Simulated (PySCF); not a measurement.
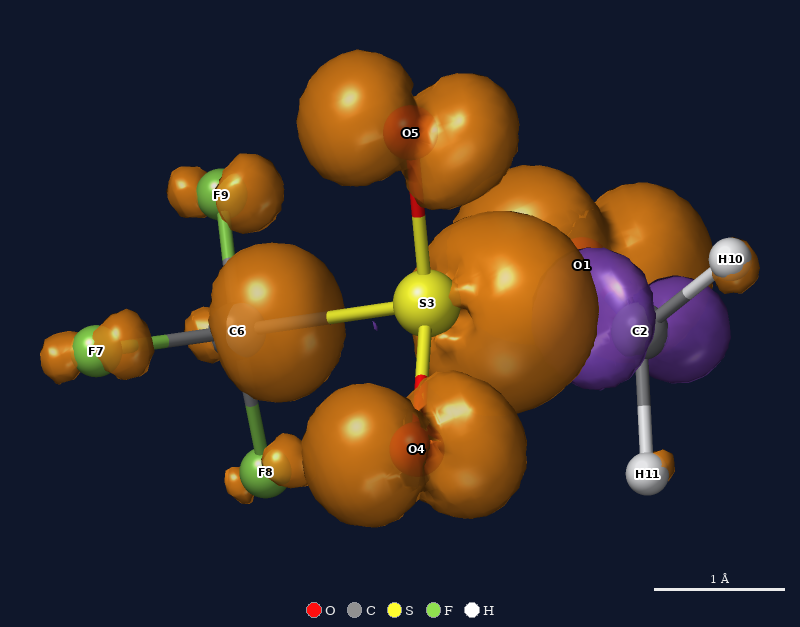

C₂H₂F₃O₃S (doublet). Isosurfaces of the spin density at +0.03 (orange) and −0.03 e/Å³ (purple), seen from one side.

Geometry: GFN2-xTB.

Method: UKS B3LYP, pcH-1 on C F H O S, non-relativistic, mean-field spin-orbit, GIAO (PySCF).

```yaml
atoms:
  - { symbol: O, position_ang: [-1.1930, -1.3815, -0.6457] }
  - { symbol: C, position_ang: [-1.4501, -0.2030, -0.8852] }
  - { symbol: S, position_ang: [-0.1375, 0.7740, 0.4502] }
  - { symbol: O, position_ang: [0.3447, 1.9892, -0.1335] }
  - { symbol: O, position_ang: [-0.6090, 0.7958, 1.7972] }
  - { symbol: C, position_ang: [1.3575, -0.4554, 0.4169] }
  - { symbol: F, position_ang: [2.3573, 0.1757, 1.0038] }
  - { symbol: F, position_ang: [1.6608, -0.7062, -0.8406] }
  - { symbol: F, position_ang: [1.0768, -1.5604, 1.0629] }
  - { symbol: H, position_ang: [-2.3540, 0.2779, -0.4683] }
  - { symbol: H, position_ang: [-1.0479, 0.2965, -1.7837] }
```

Where is the unpaired spin?

The unpaired spin (1 electron) lies mostly on O1 (about 0.4), S3 (about 0.2), O4 (about 0.2) and O5 (about 0.1), in electrons by Hirshfeld's partition.
